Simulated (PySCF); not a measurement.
H4P (phosphonium) (charge +1)

```xyz
5

P     0.0035    0.0011   -0.0068
H    -0.7541   -0.8804   -0.8030
H     0.3411   -0.6329    1.2052
H    -0.7537    1.1581    0.2633
H     1.1805    0.3599   -0.6931
```

Geometry: PBE0-D3(BJ)/def2-SVP.

These are results of DFT single point, gas phase, functional CAM-B3LYP (PySCF 2.14.0, density-fitted response routines), not measurements.

Question: What will maps of the electron density and electron localisation function show?

Answer: P–H (1.41 Å): ρ is about 1.2 e/Å³ halfway; the ELF climbs to about 1 towards the hydrogen, as it does in any bond to H (an ordinary covalent bond to hydrogen).

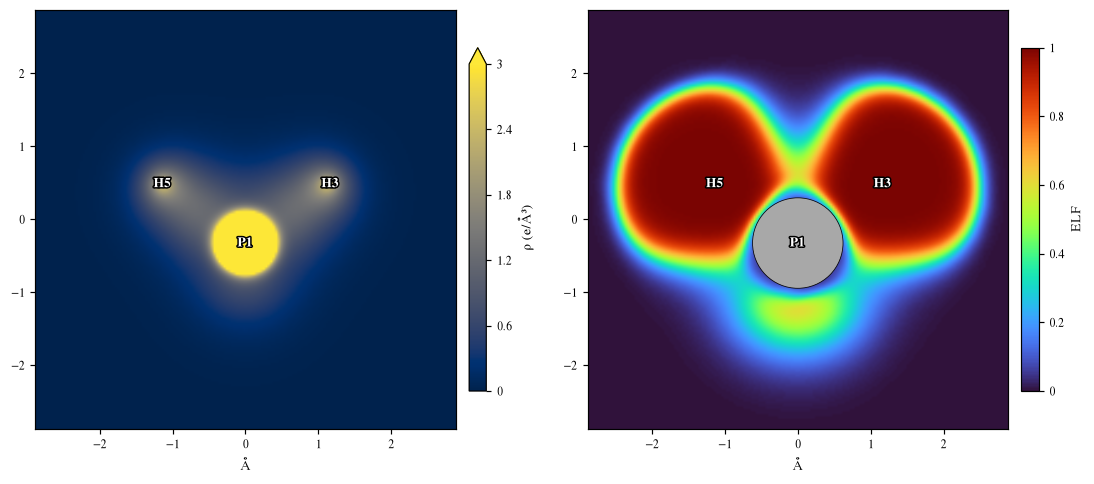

Computed electron density and electron localisation function on the plane of atoms H3, P1 and H5, in this order. Grey discs cover the atomic cores in the ELF map. 
